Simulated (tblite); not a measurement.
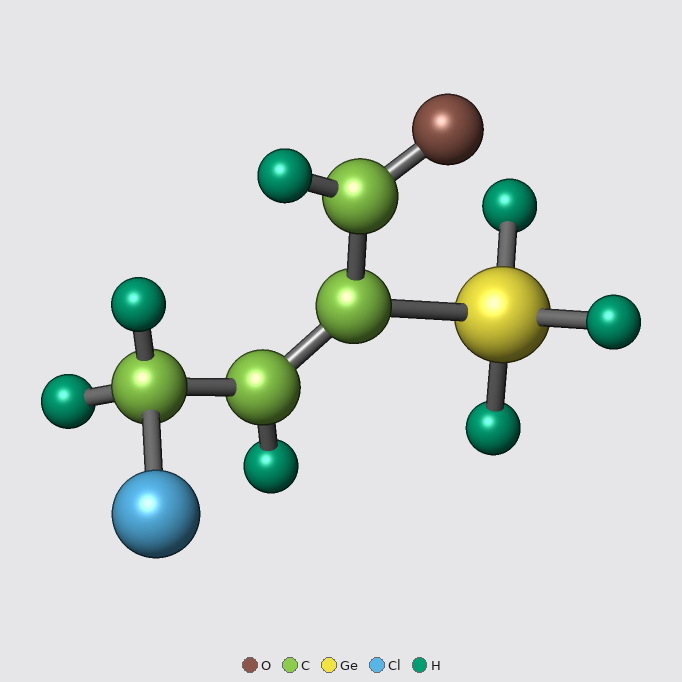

Source: calculation with tblite.

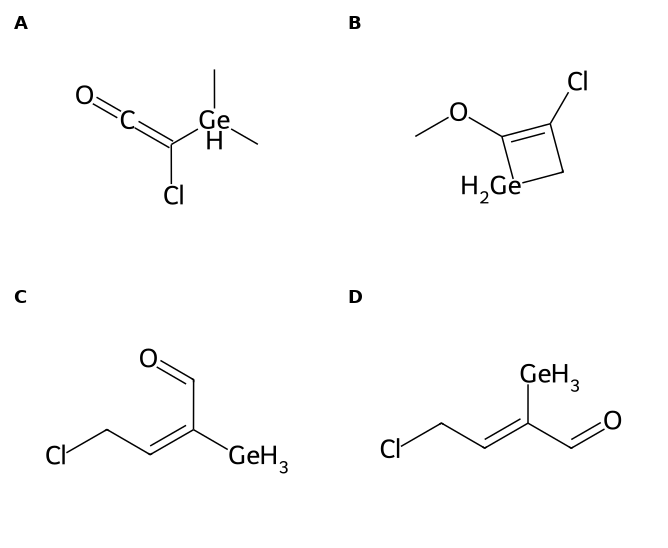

**The first picture shows one of the molecules drawn in the second. Which?**

C, `O=C/[C]([GeH3])=C\CCl`.
